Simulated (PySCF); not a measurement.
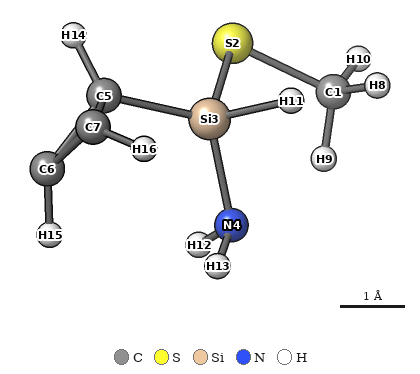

Figure 1. The structure as given in the input (ball-and-stick view, seen at a tilt; atoms are numbered from 1 in the order of the input).

Run report: C$_{4}$H$_{9}$NSSi (charge −1), EPR calculation

System: C$_{4}$H$_{9}$NSSi, charge −1, multiplicity 2.
Method: UKS B3LYP, pcH-1 on C H N S Si, non-relativistic, mean-field spin-orbit, GIAO (PySCF 2.14.0).

It belongs to a series of runs on one base structure; here: electron added.

What the program printed:
```
UKS, coarse grid
  cycle   1  E = -900.09697580  |g| = 5.26e-01
  cycle   2  E = -899.84079691  |g| = 8.30e-01
  cycle   3  E = -900.23015743  |g| = 1.47e-01
  cycle   4  E = -900.24270318  |g| = 5.49e-02
  cycle   5  E = -900.24396042  |g| = 1.51e-02
  cycle   6  E = -900.24406455  |g| = 6.81e-03
  cycle   7  E = -900.24408667  |g| = 1.49e-03
  cycle   8  E = -900.24408773  |g| = 1.11e-03
  cycle   9  E = -900.24408859  |g| = 3.47e-04
UKS, final grid
  cycle   1  E = -900.24405711  |g| = 6.06e-04
  cycle   2  E = -900.24405660  |g| = 1.16e-03
  cycle   3  E = -900.24405730  |g| = 5.66e-05
  cycle   4  E = -900.24405730  |g| = 1.80e-05
E = -900.24405730 Eh   <S^2> = 0.7550 (exact 0.7500)
g shifts (ppm)      1          2          3
  rmc          -139       -139       -139
  gc             -3        -19        -14
  oz_so        -161        114        927
  total        -303        -44        774
hyperfine (MHz)  atom isotope    a_iso     a_fc   dipolar eigenvalues
    0   13C       3.08       3.08     -0.19      0.03      0.16
    1   33S       3.09       3.09     -0.74     -0.47      1.20
    2  29Si      20.97      20.95     -7.73      2.19      5.54
    3   14N       4.09       4.09     -0.40     -0.19      0.60
    4   13C      -8.03      -8.02     -3.47     -1.24      4.72
    5   13C     299.59     299.64    -30.45    -29.01     59.46
    6   13C     316.03     316.07    -29.80    -28.58     58.38
    7    1H      -0.19      -0.20     -0.66     -0.19      0.85
    8    1H       0.25       0.25     -0.49     -0.34      0.83
    9    1H      -0.63      -0.63     -0.33     -0.21      0.54
   10    1H      20.89      20.89     -2.22     -0.89      3.11
   11    1H       0.88       0.89     -1.78     -0.86      2.64
   12    1H       0.26       0.26     -1.59     -1.17      2.76
   13    1H     -12.70     -12.70     -3.55     -2.67      6.22
   14    1H      63.79      63.78    -13.95     -2.32     16.27
   15    1H      62.66      62.66    -14.17     -1.58     15.75
```

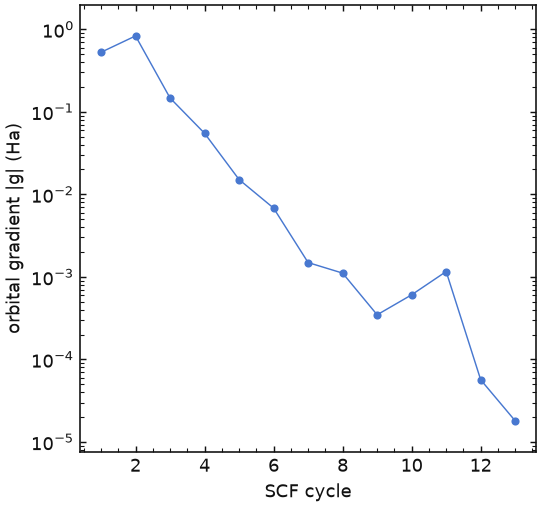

Figure 2. Convergence of the self-consistent field: orbital gradient |g| against the SCF cycle. All cycles printed in the log are drawn one after another.

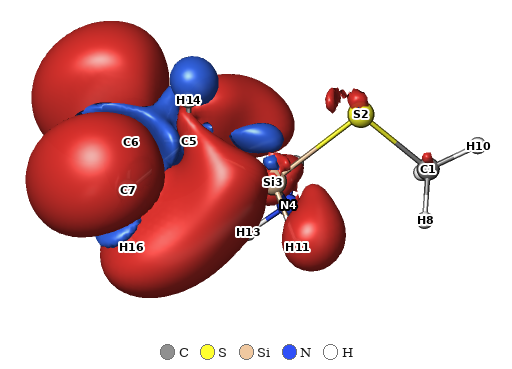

Figure 3. Isosurfaces of the spin density (α minus β) at +0.003 (red) and −0.003 e/Å³ (blue), seen from the side. The unpaired spin (1 electron) lies mostly on C6 (about 0.4), C7 (about 0.4) and C5 (about 0.1), in electrons by Hirshfeld's partition.

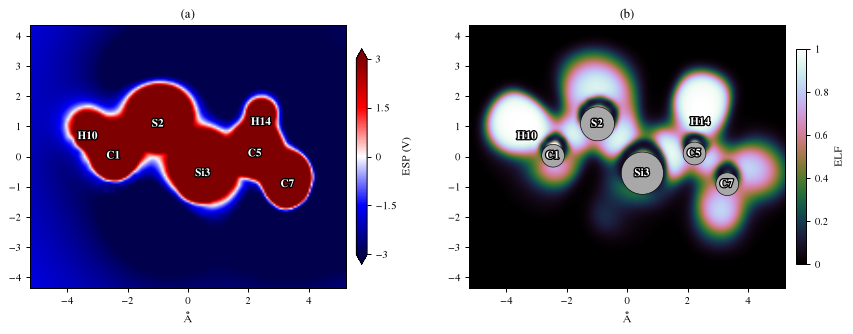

Figure 4. (a) electrostatic potential; (b) electron localisation function on the plane of atoms C1, S2 and Si3. Grey discs, where drawn, cover atomic cores. The section cuts through C, S, Si and H sites. C–Si (1.85 Å): the ELF peaks at about 0.90 between the atoms (a shared electron pair).

This output came from the following input.

Input:
```
{"job": {"kind": "epr", "basis": "pcH-1"}, "charge": -1, "multiplicity": 2}
C      2.908706     0.363108    -0.050118
S      1.554322     0.415936    -1.250976
Si    -0.091918     0.363498     0.221974
N      0.338398    -0.917461     1.354518
C     -1.741924     0.258232    -0.609496
C     -2.776653    -0.736056    -0.095390
C     -2.921636     0.581022     0.301992
H      2.803393     1.188091     0.650509
H      2.877823    -0.579153     0.489603
H      3.843372     0.453496    -0.597436
H      0.325986     1.523620     1.055815
H      0.533281    -1.803535     0.905971
H     -0.398103    -1.084107     2.025979
H     -1.819157     0.580511    -1.650837
H     -2.585236    -1.646711     0.481514
H     -2.858250     1.048454     1.289933
```

The first line tells a small driver script what to run in PySCF; the rest is the geometry in Å.

Launched with:
```bash
OMP_NUM_THREADS=1 python <driver script> task.json out
```

Key numbers:

| quantity | value |
| --- | --- |
| outcome | converged |
| total energy | −900.244057 hartree |
| ⟨S²⟩ | 0.755 |
| isotropic g | 2.0025 |
| hardware | 1 CPU thread, shared host |
| wall time | 1.7 min |
| peak memory | 0.97 GiB |
